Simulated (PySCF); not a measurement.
Consider C2H8NSi (SMILES CN(C)[SiH2]) (doublet).

Input file:

```
{"job": {"kind": "epr", "basis": "pcH-1"}, "charge": 0, "multiplicity": 2}
C     -0.030487     1.344784     0.300554
N      0.118450    -0.048557    -0.008818
C     -1.131322    -0.691406    -0.299445
Si     1.499000    -0.948922     0.512988
H     -0.661375     1.502111     1.185503
H     -0.496798     1.865586    -0.542170
H      0.944034     1.788186     0.488046
H     -1.613994    -0.200409    -1.151088
H     -1.823319    -0.645921     0.552477
H     -0.960343    -1.735226    -0.550696
H      1.511909    -2.164225    -0.293750
H      2.645444    -0.066688     0.324500
```

Launched as:

```sh
OMP_NUM_THREADS=1 python probes_run.py task.json out
```

Geometry: GFN2-xTB.

All numbers below come from UKS B3LYP, pcH-1 on C H N Si, non-relativistic, mean-field spin-orbit, GIAO in PySCF 2.14.0, density-fitted response routines.

> Predict the electron density, electron localisation function and spin density between the atoms.

C–N (1.44 Å): the density is about 1.9 e/Å³ at the midpoint; the ELF peaks at about 0.95 between the atoms; localised, covalent bonding.
C–H (1.09 Å): ρ at the midpoint is about 2 e/Å³; the ELF climbs to about 1 towards the hydrogen, as it does in any bond to H (an ordinary covalent bond to hydrogen).
The unpaired spin (1 electron) lies mostly on Si4 (about 0.7) and N2 (about 0.2), in electrons by Hirshfeld's partition.

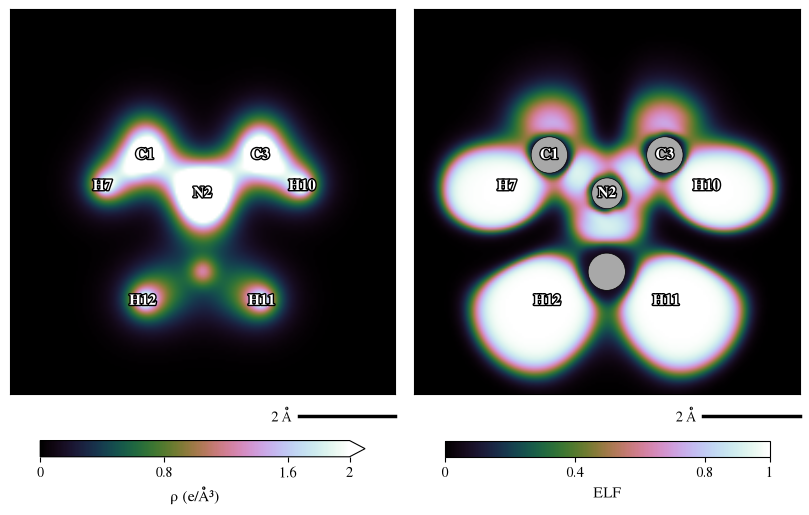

Computed electron density and electron localisation function on the plane of atoms N2, C3 and H10, in this order. Grey discs cover the atomic cores in the ELF map. 
